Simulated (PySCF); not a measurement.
## A study: C$_{3}$H$_{8}$BN, SMILES `C[BH2-][N+]#CC`

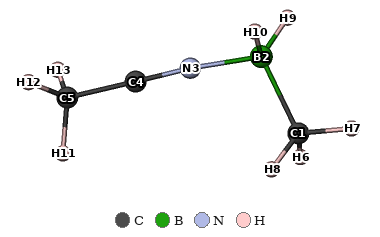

The molecule, with its atoms numbered as below. No frequency check shows the geometry to be a minimum.

Cartesian coordinates (Å):

```
C1       2.1829   -0.7007    0.0000
B2       1.4136    0.7447    0.0036
N3      -0.0227    0.4348   -0.0018
C4      -1.1257    0.1098   -0.0022
C5      -2.5034   -0.2818    0.0000
H6       1.9395   -1.2941   -0.8823
H7       3.2579   -0.5423   -0.0004
H8       1.9406   -1.2971    0.8755
H9       1.6017    1.3786   -0.9936
H10      1.6029    1.3753    0.9963
H11     -2.5756   -1.3696    0.0080
H12     -2.9990    0.1076    0.8906
H13     -3.0001    0.1106   -0.8865
```

### 1. Bonding charge

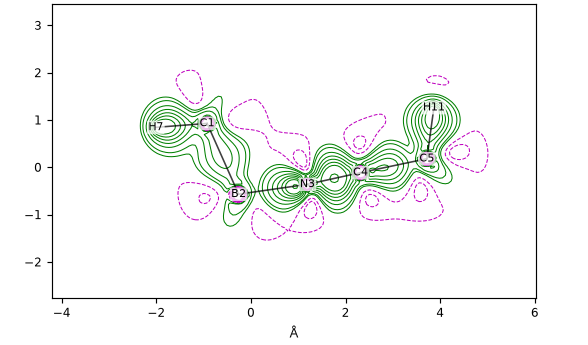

Deformation density (molecule less spherical, spin-averaged free atoms) in the plane of C1, B2, N3, C4, C5, H7 and H11; contours at ±0.05 to ±0.8 e/Å³; solid green lines: gain, dashed magenta lines: loss.

PySCF calculation, BP86/def2-SVP, gas phase; geometry: GFN2-xTB.

Q: Describe the bonding that the map shows.

A: N3–C4: +0.72 e/Å³ at the bond critical point (bond length 1.15 Å, Mayer order 2.5). C5–H11: +0.65 e/Å³ at the bond critical point (bond length 1.09 Å, Mayer order 0.9). C1–H7: +0.61 e/Å³ at the bond critical point (bond length 1.09 Å, Mayer order 1.0). C4–C5: +0.42 e/Å³ at the bond critical point (bond length 1.43 Å, Mayer order 1.2). C1–B2: +0.27 e/Å³ at the bond critical point (bond length 1.64 Å, Mayer order 1.0). B2–N3: +0.07 e/Å³ at the bond critical point (bond length 1.47 Å, Mayer order 1.0); up to 0.6 Å beside the axis the gain reaches +0.54 e/Å³. In all, 2.6 electrons gather in the regions of gain relative to the promolecule. A small or negative value marks a very polar bond, one between electron-rich atoms, whose free-atom densities already overlap strongly, a long bond to a heavier atom, or a closed-shell contact such as a hydrogen bond.

### 2. Bond critical points

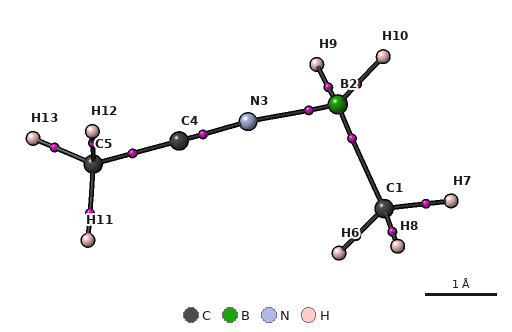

Molecular graph of the electron density (QTAIM): bond paths, bond critical points (magenta), ring points (cyan, if any); weak paths are dashed.

Q: How many critical points of each kind are there, and does the count close?

A: 13 nuclei, 12 bond, 0 ring and 0 cage critical points: 13 − 12 + 0 − 0 = 1, as the Poincaré–Hopf relation requires.

Q: Give the properties at the bond critical points.

A:
```json
{"bond": "N3–C4", "length (Å)": "1.150", "ρ (a.u.)": "0.454", "∇²ρ (a.u.)": "+0.53", "ε": "0.00", "H (a.u.)": "−0.829"}
{"bond": "C5–H13 (2 alike)", "length (Å)": "1.089", "ρ (a.u.)": "0.274", "∇²ρ (a.u.)": "−1.02", "ε": "0.01", "H (a.u.)": "−0.295"}
{"bond": "C5–H11", "length (Å)": "1.090", "ρ (a.u.)": "0.273", "∇²ρ (a.u.)": "−1.02", "ε": "0.01", "H (a.u.)": "−0.294"}
{"bond": "C4–C5", "length (Å)": "1.432", "ρ (a.u.)": "0.271", "∇²ρ (a.u.)": "−0.65", "ε": "0.00", "H (a.u.)": "−0.249"}
{"bond": "C1–H8 (2 alike)", "length (Å)": "1.087", "ρ (a.u.)": "0.270", "∇²ρ (a.u.)": "−0.94", "ε": "0.02", "H (a.u.)": "−0.286"}
{"bond": "C1–H7", "length (Å)": "1.087", "ρ (a.u.)": "0.270", "∇²ρ (a.u.)": "−0.95", "ε": "0.02", "H (a.u.)": "−0.287"}
{"bond": "B2–H10", "length (Å)": "1.191", "ρ (a.u.)": "0.163", "∇²ρ (a.u.)": "−0.03", "ε": "0.10", "H (a.u.)": "−0.164"}
{"bond": "B2–H9", "length (Å)": "1.196", "ρ (a.u.)": "0.161", "∇²ρ (a.u.)": "−0.04", "ε": "0.11", "H (a.u.)": "−0.163"}
{"bond": "C1–B2", "length (Å)": "1.637", "ρ (a.u.)": "0.153", "∇²ρ (a.u.)": "−0.09", "ε": "0.10", "H (a.u.)": "−0.156"}
{"bond": "B2–N3", "length (Å)": "1.469", "ρ (a.u.)": "0.147", "∇²ρ (a.u.)": "+0.84", "ε": "0.01", "H (a.u.)": "−0.092"}
```

Q: What kind of interaction is C1–B2?

A: Shared-shell (covalent): ρ = 0.153, ∇²ρ = −0.09, H = −0.156 a.u.

### 3. Local ionisation energy

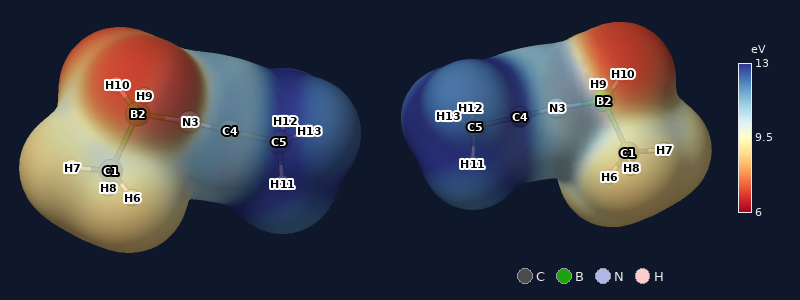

Average local ionisation energy on the surface of electron density 0.001 a.u. (back view left, front view right).

Q: Where are the most loosely bound electrons on this surface?

A: The lowest value is 6.9 eV, 1.5 Å from H9. Further minima include 8.6 eV, 1.4 Å from H6, and at like points elsewhere; 12.0 eV, 1.3 Å from H12. For comparison, the highest occupied orbital lies at −6.1 eV.

Q: What volume does the surface enclose, and what is the dipole moment?

A: About 119 Å³; the dipole moment is 6.5 D.
